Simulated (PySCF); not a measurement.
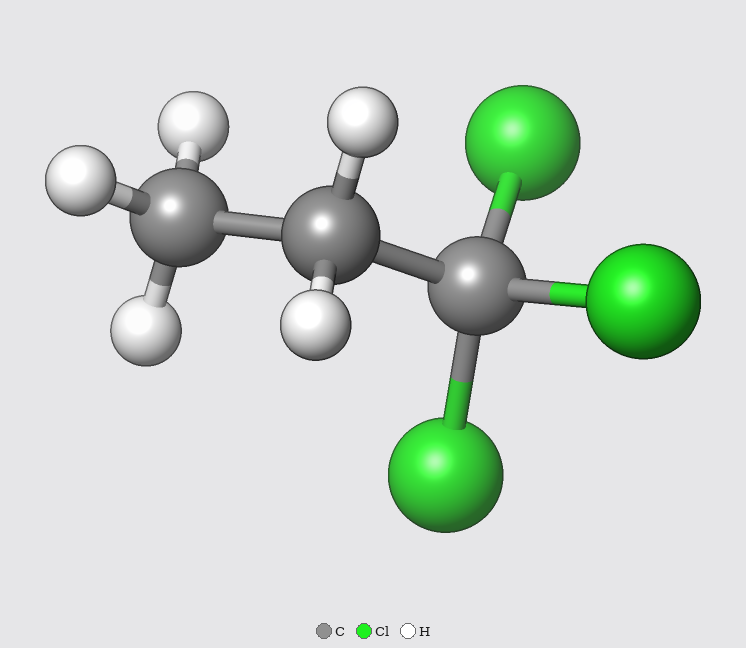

The geometry was computed by an optimisation with PBE0-D3(BJ)/def2-SVP. No frequency run is at hand to confirm it as a minimum. Program: PySCF 2.14.0.

At this fixed geometry, give dipole (D) at these levels: CAM-B3LYP/def2-SVPD; LC-wPBE/def2-SVPD; PBE0/6-31G*; PBE0/def2-SVP; PBE0/def2-TZVP; ωB97X-D/def2-SVPD.

| level | dipole (D) |
| --- | --- |
| CAM-B3LYP/def2-SVPD | 2.04 |
| LC-wPBE/def2-SVPD | 2.07 |
| PBE0/6-31G* | 2.17 |
| PBE0/def2-SVP | 1.85 |
| PBE0/def2-TZVP | 1.98 |
| ωB97X-D/def2-SVPD | 2.10 |
